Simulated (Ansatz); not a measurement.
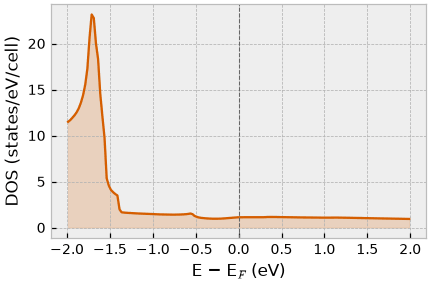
*Density of states of AuCu3 (Pm-3m) near the Fermi level, PBEsol, rigid bands (Ansatz, a quantum-chemistry and plane-wave program).*

### Question
With 4 atoms a cell, what bare Sommerfeld coefficient γ = (π²/3) k_B² N(E_F) follows?

### Answer
N(E_F) ≈ 1.11 states/eV a cell at 300 K, so γ ≈ 0.66 mJ/(mol of atoms·K²), before electron-phonon enhancement.

### Question
How far does the Fermi level move in a rigid band for 0.1 electron a cell added or removed?

### Answer
89 meV and -92 meV.

A metal at this level (no band gap); rigid bands, thermally averaged at 300 K, both spins. Spin-orbit coupling is left out, which matters with elements this heavy. Geometry: cell and atoms relaxed with PBEsol.
